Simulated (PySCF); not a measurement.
**One shape, several levels: InCNClF (SMILES N#[C][In]([F])[Cl])**

Wanted: a comparison of 6 runs (HF/STO-3G, HF/3-21G, HF/def2-SVP, PBE0/def2-SVP, wB97X/def2-TZVP, CCSD(T)/def2-SVP) of InCNClF. Input form: a Python script.

The results are computed with PySCF 2.14.0.

## (1) The molecule

InCNClF has 5 atoms, charge 0, and is taken as a singlet. SMILES: `N#[C][In]([F])[Cl]`. The coordinates come from a PBE0-D4/def2-TZVP relaxation.

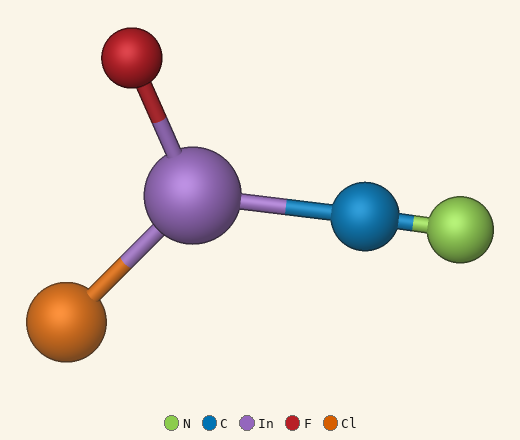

Viewed from a chosen angle; nitrogen green, carbon blue, indium purple, fluorine red, chlorine orange.

## (2) Energy and forces at HF/STO-3G (run 1)

Input file run.py:

```python
import pyscf.grad
from pyscf import gto

mol = gto.M(
    atom='''
N     -2.631633     2.742748     3.115780
C     -1.477577     1.482301     1.766705
In     0.624366    -0.736237    -0.711293
F      0.820897    -4.310276    -0.075022
Cl     2.758433     0.682191    -4.174594
''',
    max_memory=1860,
    unit='bohr',
    basis='sto-3g',
    verbose=3,
)

mf = mol.RHF()
mf.conv_tol = 1e-10
mf.kernel()
if not mf.converged:
    mf = mf.newton().run(mf.mo_coeff, mf.mo_occ)

energy = mf.e_tot
print('Final energy', energy)
grad = mf.Gradients().kernel()
mf.analyze()
```

The run is started by

```
$ OMP_NUM_THREADS=1 python run.py
```

Log:

```text
converged SCF energy = -6326.75137189411
Final energy -6326.751371894114
--------------- RHF gradients ---------------
         x                y                z
0 N     0.0089291809    -0.0082635013    -0.0108278036
1 C    -0.0250934273     0.0213774962     0.0309020214
2 In     0.0111078528     0.0152908702    -0.0200530178
3 F     0.0009400260    -0.0291704994     0.0061535320
4 Cl     0.0041163676     0.0007656344    -0.0061747320
----------------------------------------------
**** MO energy ****
MO #1   energy= -986.983623542309  occ= 2
MO #2   energy= -146.118740795464  occ= 2
MO #3   energy= -138.131011125161  occ= 2
MO #4   energy= -138.129346452107  occ= 2
MO #5   energy= -138.129200211632  occ= 2
MO #6   energy= -103.618253470016  occ= 2
MO #7   energy= -27.805418862915   occ= 2
MO #8   energy= -25.8081648189416  occ= 2
MO #9   energy= -24.8255145549695  occ= 2
MO #10  energy= -24.8206653642406  occ= 2
MO #11  energy= -24.8201419107053  occ= 2
MO #12  energy= -16.691192326951   occ= 2
MO #13  energy= -16.6909152134715  occ= 2
MO #14  energy= -16.6904391908202  occ= 2
MO #15  energy= -16.6857143253771  occ= 2
MO #16  energy= -16.6855720858265  occ= 2
MO #17  energy= -15.3322200691524  occ= 2
MO #18  energy= -10.9846362479486  occ= 2
MO #19  energy= -10.3133361298685  occ= 2
MO #20  energy= -7.75625357991118  occ= 2
MO #21  energy= -7.75232477048054  occ= 2
MO #22  energy= -7.75199026398678  occ= 2
MO #23  energy= -4.34479852327482  occ= 2
MO #24  energy= -3.16497135280476  occ= 2
MO #25  energy= -3.15671999001059  occ= 2
MO #26  energy= -3.15347559145137  occ= 2
MO #27  energy= -1.39186302868222  occ= 2
MO #28  energy= -1.14607136769062  occ= 2
MO #29  energy= -0.985838726057401 occ= 2
MO #30  energy= -0.686244822921617 occ= 2
MO #31  energy= -0.660132297979995 occ= 2
MO #32  energy= -0.658473777838972 occ= 2
MO #33  energy= -0.657600218251846 occ= 2
MO #34  energy= -0.653103817568218 occ= 2
MO #35  energy= -0.574561094871481 occ= 2
MO #36  energy= -0.465280663430883 occ= 2
MO #37  energy= -0.44281433535625  occ= 2
MO #38  energy= -0.425978559708306 occ= 2
MO #39  energy= -0.423846545381249 occ= 2
MO #40  energy= -0.404616937860733 occ= 2
MO #41  energy= -0.403089144308396 occ= 2
MO #42  energy= -0.386226893473901 occ= 2
MO #43  energy= -0.385320206299681 occ= 2
MO #44  energy= -0.367152387520418 occ= 2
MO #45  energy= 0.157614285758667  occ= 0
MO #46  energy= 0.229653134965567  occ= 0
MO #47  energy= 0.326191553480728  occ= 0
MO #48  energy= 0.412537605642871  occ= 0
MO #49  energy= 0.477160888408861  occ= 0
MO #50  energy= 0.498499000515712  occ= 0
MO #51  energy= 1.2413764510072    occ= 0
 ** Mulliken atomic charges  **
charge of    0N =     -0.13044
charge of    1C =     -0.17746
charge of    2In =      0.90507
charge of    3F =     -0.25848
charge of    4Cl =     -0.33868
Dipole moment(X, Y, Z, Debye):  0.31185, -1.57675, -0.04429
```

Wall time 4.5 s (1 thread of Intel Xeon at 2.70GHz, shared host); peak memory 0.13 GiB.

## (3) Energy and gradient at HF/3-21G (run 2)

Input file input.xyz:

```xyz
5

N     -1.392600     1.451400     1.648800
C     -0.781900     0.784400     0.934900
In     0.330400    -0.389600    -0.376400
F      0.434400    -2.280900    -0.039700
Cl     1.459700     0.361000    -2.209100
```

Input file calc.py:

```python
# N#[C][In]([F])[Cl]
import pyscf.grad
from pyscf import gto, scf

mol = gto.Mole()
mol.atom = 'input.xyz'
mol.verbose = 3
mol.charge = 0
mol.max_memory = 1860
mol.basis = '3-21g'
mol.build()

hf = scf.RHF(mol)
hf.conv_tol = 1e-10
hf.kernel()
if not hf.converged:
    hf = hf.newton().run(hf.mo_coeff, hf.mo_occ)

etot = hf.e_tot
print('E(%s) = %.9f' % ('HF', etot))
grad = hf.Gradients().kernel()
hf.analyze()
```

The run is started by

```
$ OMP_NUM_THREADS=1 python calc.py
```

Log:

```text
converged SCF energy = -6362.84464125645
[... 17 lines left out ...]
MO #8   energy= -26.0940186560885  occ= 2
[... 8 lines left out ...]
MO #17  energy= -15.5418626509872  occ= 2
[... 8 lines left out ...]
MO #26  energy= -3.57634262057011  occ= 2
[... 8 lines left out ...]
MO #35  energy= -0.696666369557418 occ= 2
[... 8 lines left out ...]
MO #44  energy= -0.483070087797803 occ= 2
[... 8 lines left out ...]
MO #53  energy= 0.368230436941142  occ= 0
[... 8 lines left out ...]
MO #62  energy= 1.17381695758588   occ= 0
[... 8 lines left out ...]
MO #71  energy= 3.64059613435238   occ= 0
[... 6 lines left out ...]
Dipole moment(X, Y, Z, Debye):  0.12331, -0.24436, -0.11425
```

Run time: 4.8 s. Hardware: 1 thread of Intel Xeon at 2.70GHz, shared host; peak memory 0.14 GiB.

Runs 3 to 5 aren't shown in full; the table further down has their settings and results.

## (4) The energy at CCSD(T)/def2-SVP (core potential) (run 6)

Input file start.xyz:

```xyz
5
CClFInN
N     -1.392600     1.451400     1.648800
C     -0.781900     0.784400     0.934900
In     0.330400    -0.389600    -0.376400
F      0.434400    -2.280900    -0.039700
Cl     1.459700     0.361000    -2.209100
```

Input file calc.py:

```python
from pyscf import gto, scf, cc

mol = gto.Mole()
mol.atom = 'start.xyz'
mol.verbose = 4
mol.basis = 'def2-svp'
mol.ecp = {'In': 'def2-svp'}
mol.spin = 0
mol.max_memory = 1860
mol.charge = 0
mol.build()

mf = scf.RHF(mol)
mf.conv_tol = 1e-10
mf.kernel()
if not mf.converged:
    mf = mf.newton().run(mf.mo_coeff, mf.mo_occ)

mycc = cc.CCSD(mf, frozen=12)
mycc.kernel()
e_t = mycc.ccsd_t()
e_tot = mycc.e_tot + e_t
print('E = %.10f Eh' % e_tot)
mf.analyze()
```

The run is started by

```
$ OMP_NUM_THREADS=1 python calc.py
```

Log:

```text
PySCF version 2.14.0

[... 107 lines left out ...]
MO #2   energy= -26.2425085526924  occ= 2
[... 11 lines left out ...]
MO #14  energy= -1.23124097590467  occ= 2
[... 11 lines left out ...]
MO #26  energy= -0.527297883868624 occ= 2
[... 11 lines left out ...]
MO #38  energy= 0.259386255433217  occ= 0
[... 11 lines left out ...]
MO #50  energy= 0.857578564340468  occ= 0
[... 11 lines left out ...]
MO #62  energy= 1.40615703895691   occ= 0
[... 11 lines left out ...]
MO #74  energy= 2.84896649850165   occ= 0
[... 11 lines left out ...]
MO #86  energy= 61.6036091523815   occ= 0
[... 94 lines left out ...]
Dipole moment(X, Y, Z, Debye):  0.78445,  0.26334, -1.20476
```

Wall time 36 s (1 thread of Intel Xeon at 2.70GHz, shared host); peak memory 0.42 GiB.

## (5) All runs side by side

```tsv
run	level	core potential	integration grid	energy (Eh)	dipole moment (D) of the reference	HOMO energy (eV)	LUMO energy (eV)	wall time
1	HF/STO-3G	–	–	-6326.751372	1.61	-9.99	4.29	4.5 s
2	HF/3-21G	–	–	-6362.844641	0.30	-13.15	0.25	4.8 s
3	HF/def2-SVP (core potential)	def2-svp	–	-840.231904	1.46	-13.20	0.25	8.4 s
4	PBE0/def2-SVP (core potential)	def2-svp	5	-842.427985	1.42	-9.74	-2.54	30 s
5	wB97X/def2-TZVP (core potential)	def2-svp	5	-843.180863	1.53	-12.37	-0.75	4 min
6	CCSD(T)/def2-SVP (core potential)	def2-svp	–	-840.942700	1.46	-13.20	0.25	36 s
```

## (6) Results

| quantity | value |
| --- | --- |
| run 6: total energy | -840.94270 Eh |
| run 6: dipole moment (Hartree–Fock density) | 1.46 D |
| run 6: HOMO energy (Hartree–Fock orbitals) | -13.20 eV |
| run 6: LUMO energy (Hartree–Fock orbitals) | 0.25 eV |
| run 6: HOMO–LUMO gap (Hartree–Fock orbitals) | 13.44 eV |
| run 6: correlation energy (12 core orbitals frozen) | -710.8 mEh |
| run 6: (T) correction | -21.40 mEh |
| run 6: T1 diagnostic | 0.014 |

In words: Over runs 1, 2, 3, 4, 5 the dipole moment (its size) runs from 0.30 D (HF/3-21G) to 1.61 D (HF/STO-3G). Over runs 1, 2, 3, 4, 5 the HOMO–LUMO gap runs from 7.19 eV (PBE0/def2-SVP) to 14.28 eV (HF/STO-3G). The two ends differ in method and basis and core potential. Totals of different functionals can't be ranked against each other. Some runs of one species differ in core potentials or relativity; totals across that change don't compare. In run 1 the basis is minimal, so the values are rough. In runs 1, 2 relativity is left out where basis or elements ask for it. All runs together took 5.4 min, the longest 4 min.
